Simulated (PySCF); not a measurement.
The calculation's input:

```
{"job": {"kind": "uv", "xc": "PBE0", "basis": "def2-SVPD", "nstates": 8, "ntriplets": 3}, "charge": 0, "multiplicity": 1}
C      1.789568    -1.683097    -0.987554
N      1.317109    -0.536751    -1.150570
C      0.661753     0.133522    -0.065616
C      1.141128     1.549534     0.008660
N      1.141115     2.154536     1.107034
C     -0.831090     0.159841    -0.369220
C     -1.623909    -1.113672    -0.048127
Si    -2.079796     0.364694     1.030291
H      1.785849    -2.226772    -0.034915
H      2.237273    -2.182637    -1.834590
H      0.819077    -0.360040     0.907878
H      1.443851     1.970170    -0.958129
H      1.449788     3.124010     1.072258
H     -1.026635     0.585713    -1.347405
H     -2.283268    -1.465400    -0.829768
H     -1.049321    -1.928155     0.372740
H     -1.588139     0.393983     2.391639
H     -3.313113     1.066838     0.723737
```

Launched as:

```sh
OMP_NUM_THREADS=1 python probes_run.py task.json out
```

Geometry: GFN2-xTB.

Computed with PySCF 2.14.0, PBE0/def2-SVPD, SCF density, gas phase.

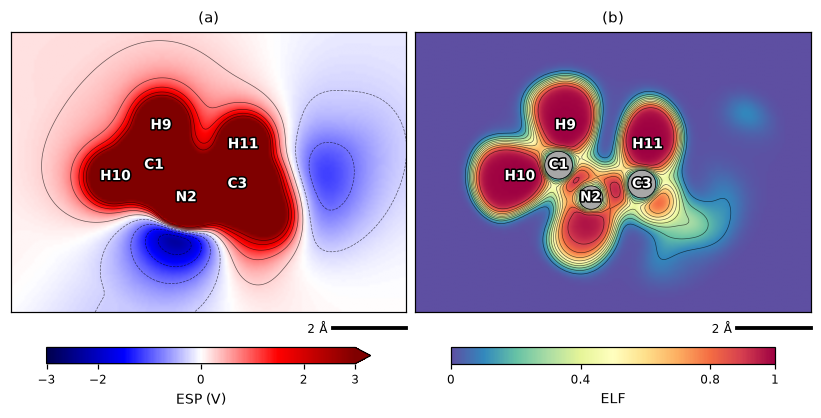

C₅H₁₀N₂Si (SMILES [H]/N=C/[C@H](N=C)[C@H]1C[SiH2]1). (a) molecular electrostatic potential; (b) ELF on the plane of atoms N2, C1 and H9. Grey discs cover the atomic cores in the ELF map.

Interpret the plot.

Answer.
- Atoms in the plane: C, N and H.
- C–N (1.25 Å): the ELF peaks at about 0.90 between the atoms: a short, multiple covalent bond.
- C–N (1.43 Å): the ELF peaks at about 0.95 between the atoms (a shared electron pair).
- C–H (1.08 Å): the ELF climbs to about 1 towards the hydrogen, as it does in any bond to H; a covalent bond by its length.
- The ELF also peaks beside N2, away from the bonds: lone-pair regions.
- Outside the dense part of the molecule the potential is most negative (−2.3 V) near N2.
